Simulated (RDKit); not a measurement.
## Run report: CH₂F₃Sn, property calculation

System: CH₂F₃Sn, multiplicity 2, SMILES F[C](F)(F)[SnH2].
Method: EHT (RDKit 2026.09.1).

The geometry comes from this level: GFN2-xTB.

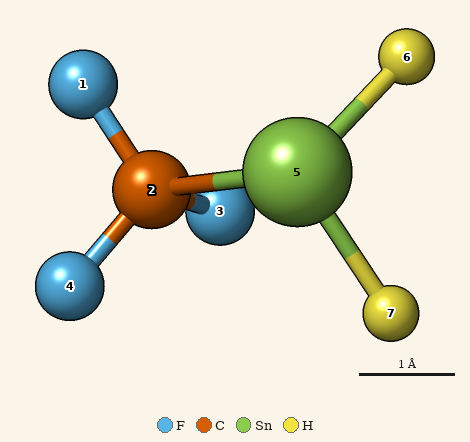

Figure 1. The input geometry (ball-and-stick view, seen at a tilt; atoms are numbered from 1 in the order of the input). Sticks mark near contacts.

## The input (ff.py)
```python
# eht eht with RDKit
import json
import numpy as np
from rdkit import Chem
from rdkit.Chem import AllChem
from rdkit.Chem import rdDetermineBonds
from rdkit.Chem import rdEHTTools

molecule = Chem.MolFromXYZFile("mol.xyz")
symbols = [a.GetSymbol() for a in molecule.GetAtoms()]
start = molecule.GetConformer().GetPositions().copy()

ok, res = rdEHTTools.RunMol(molecule, keepOverlapAndHamiltonianMatrices=True)
if not ok:
    raise RuntimeError("the extended Hueckel run failed")
eps = np.array(res.GetOrbitalEnergies())
nel = res.numElectrons
homo = (nel + 1) // 2 - 1
print(f"{res.numOrbitals} orbitals, {nel} valence electrons, sum of one-electron energies {res.totalEnergy:.4f} eV")
for i in range(max(0, homo - 8), min(len(eps), homo + 6)):
    print(f"{i + 1:4d} {eps[i]:10.4f} eV", "(HOMO)" if i == homo else "(LUMO)" if i == homo + 1 else "")
q = np.array(res.GetAtomicCharges())
print("Mulliken charges:", " ".join(f"{a}{i + 1}={c:+.3f}" for i, (a, c) in enumerate(zip(symbols, q))))
op = res.GetReducedOverlapPopulationMatrix()
pairs = [(k, i, op[i * (i + 1) // 2 + k]) for i in range(len(symbols)) for k in range(i) if abs(op[i * (i + 1) // 2 + k]) > 0.1]
print("reduced overlap populations above 0.1")
for k, i, p in pairs:
    print(f"  {symbols[k]}{k + 1}-{symbols[i]}{i + 1} {p:7.3f}")
json.dump(dict(symbols=symbols, start=start.tolist(), energy=res.totalEnergy * 23.060548, homo=eps[homo], lumo=eps[homo + 1] if homo + 1 < len(eps) else None, orbital_energies=eps.round(4).tolist(), charges_mulliken=q.tolist(), bond_orders=[[k + 1, i + 1, round(p, 4)] for k, i, p in pairs], nel=nel), open("results.json", "w"))
```

## File mol.xyz
```
7

F      0.556420    -0.803090     1.769080
C      0.386100    -0.761940     0.441730
F     -0.761660    -1.400700     0.171060
F      1.374970    -1.480200    -0.105060
Sn     0.193560     1.440300    -0.438660
H     -1.386740     1.935400     0.275220
H     -0.362650     1.070220    -2.113380
```

Machine: 1 thread of Arm Neoverse V1, 24 GiB of memory available, shared host.

Command:
```bash
python ff.py
```

## Output
```
22 orbitals, 31 valence electrons, sum of one-electron energies -682.1983 eV
   8   -18.1565 eV
   9   -18.1220 eV
  10   -18.0915 eV
  11   -17.7147 eV
  12   -17.6533 eV
  13   -17.6529 eV
  14   -14.5047 eV
  15   -13.2370 eV
  16    -9.9045 eV (HOMO)
  17    -0.5092 eV (LUMO)
  18    -0.1303 eV
  19     4.1271 eV
  20    11.0410 eV
  21    11.0881 eV
Mulliken charges: F1=-0.583 C2=+1.501 F3=-0.583 F4=-0.583 Sn5=+0.895 H6=-0.324 H7=-0.324
reduced overlap populations above 0.1
  F1-C2   0.501
  C2-F3   0.498
  C2-F4   0.501
  C2-Sn5   0.553
  Sn5-H6   0.600
  Sn5-H7   0.600
```

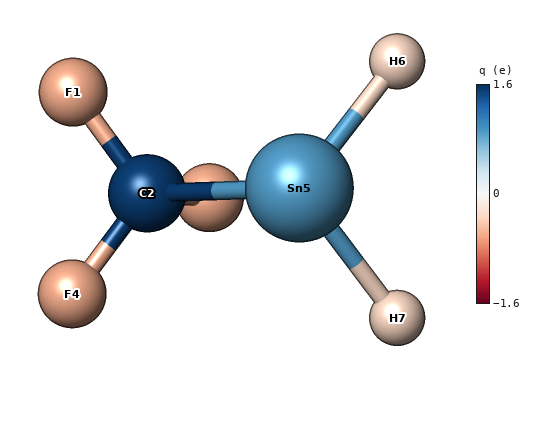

Figure 2. Mulliken charges, as the colour of each atom (ball-and-stick view, seen at a tilt; atoms are numbered from 1 in the order of the input). By element: F −0.58, C +1.50, Sn +0.90 and H −0.32 e.

## Summary

- outcome: converged
- total energy: −25.070324 hartree
- peak memory: 0.073 GiB
